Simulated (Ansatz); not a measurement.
Dissociation curve of Al2(mu-OMe)2(OH)4, C₂H₁₀Al₂O₆, singlet. The O3–C17 bond (O3 also carries Al, Al; C17 carries H, H, H) is stretched with both fragments frozen at the PBE0/def2-SVP optimised geometry.

```
20

Al     0.0000     1.4673    -1.1159
Al     0.7804    -1.2276    -1.1398
O      0.0000     0.0000     0.0000
O      1.0562     2.6169    -0.4145
H      0.8879     3.5570    -0.4900
O     -1.4702     2.0674    -1.7518
H     -2.1869     1.5358    -2.0983
O      0.7823     0.2404    -2.2551
C      0.7848     0.2413    -3.6702
H      0.4997    -0.7550    -4.0407
H      0.0556     0.9779    -4.0409
H      1.7845     0.5021    -4.0505
O      2.2504    -1.8281    -0.5041
H      2.9677    -1.2973    -0.1575
O     -0.2773    -2.3753    -1.8415
H     -0.1109    -3.3159    -1.7677
C      0.0000     0.0000     1.4151
H      0.2853     0.9966     1.7844
H     -0.9989    -0.2610     1.7974
H      0.7302    -0.7361     1.7848
```

RKS-PBE = restricted PBE/def2-SVP (Ansatz, an electronic-structure program); UKS-PBE = unrestricted PBE/def2-SVP in Ansatz; RKS-PBE0 = restricted PBE0/def2-SVP in Ansatz; UKS-PBE0 = unrestricted PBE0/def2-SVP (Ansatz).

Energies are in kcal/mol, each relative to the lowest point of its own curve near equilibrium.

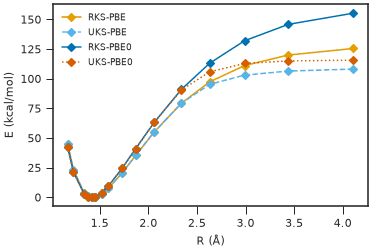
Figure: Energy against bond length for each method.

```json
[
 {"R / Å": "1.17", "RKS-PBE": "44.7", "UKS-PBE": "44.7", "RKS-PBE0": "42.5", "UKS-PBE0": "42.5"},
 {"R / Å": "1.23", "RKS-PBE": "23.1", "UKS-PBE": "23.1", "RKS-PBE0": "21.2", "UKS-PBE0": "21.2"},
 {"R / Å": "1.34", "RKS-PBE": "3.6", "UKS-PBE": "3.6", "RKS-PBE0": "2.8", "UKS-PBE0": "2.8"},
 {"R / Å": "1.38", "RKS-PBE": "1.0", "UKS-PBE": "1.0", "RKS-PBE0": "0.5", "UKS-PBE0": "0.5"},
 {"R / Å": "1.42", "RKS-PBE": "0.0", "UKS-PBE": "0.0", "RKS-PBE0": "0.0", "UKS-PBE0": "0.0"},
 {"R / Å": "1.45", "RKS-PBE": "0.1", "UKS-PBE": "0.1", "RKS-PBE0": "0.5", "UKS-PBE0": "0.5"},
 {"R / Å": "1.52", "RKS-PBE": "2.7", "UKS-PBE": "2.7", "RKS-PBE0": "3.8", "UKS-PBE0": "3.8"},
 {"R / Å": "1.59", "RKS-PBE": "7.4", "UKS-PBE": "7.4", "RKS-PBE0": "9.5", "UKS-PBE0": "9.5"},
 {"R / Å": "1.73", "RKS-PBE": "20.5", "UKS-PBE": "20.5", "RKS-PBE0": "24.3", "UKS-PBE0": "24.3"},
 {"R / Å": "1.87", "RKS-PBE": "35.3", "UKS-PBE": "35.3", "RKS-PBE0": "41.0", "UKS-PBE0": "41.0"},
 {"R / Å": "2.06", "RKS-PBE": "54.9", "UKS-PBE": "54.9", "RKS-PBE0": "63.0", "UKS-PBE0": "63.0"},
 {"R / Å": "2.34", "RKS-PBE": "79.2", "UKS-PBE": "79.2", "RKS-PBE0": "90.9", "UKS-PBE0": "90.4"},
 {"R / Å": "2.63", "RKS-PBE": "97.2", "UKS-PBE": "95.1", "RKS-PBE0": "112.9", "UKS-PBE0": "105.7"},
 {"R / Å": "2.99", "RKS-PBE": "111.0", "UKS-PBE": "103.0", "RKS-PBE0": "131.9", "UKS-PBE0": "112.8"},
 {"R / Å": "3.44", "RKS-PBE": "119.9", "UKS-PBE": "106.4", "RKS-PBE0": "145.8", "UKS-PBE0": "115.0"},
 {"R / Å": "4.11", "RKS-PBE": "125.4", "UKS-PBE": "108.0", "RKS-PBE0": "155.2", "UKS-PBE0": "115.6"}
]
```

At the longest distance, 4.11 Å, RKS-PBE0 lies highest above its minimum (155.2 kcal/mol) and UKS-PBE lowest (108.0 kcal/mol).

The restricted form behind RKS-PBE, RKS-PBE0 keeps the bonding electrons paired and can't separate into open-shell fragments. The unrestricted determinant behind UKS-PBE is spin-contaminated at 2.63 to 4.11 Å (<S²> up to 0.9, against 0.00 for a pure singlet). The unrestricted determinant behind UKS-PBE0 is spin-contaminated at 2.34 to 4.11 Å (<S²> up to 1.0, against 0.00 for a pure singlet).
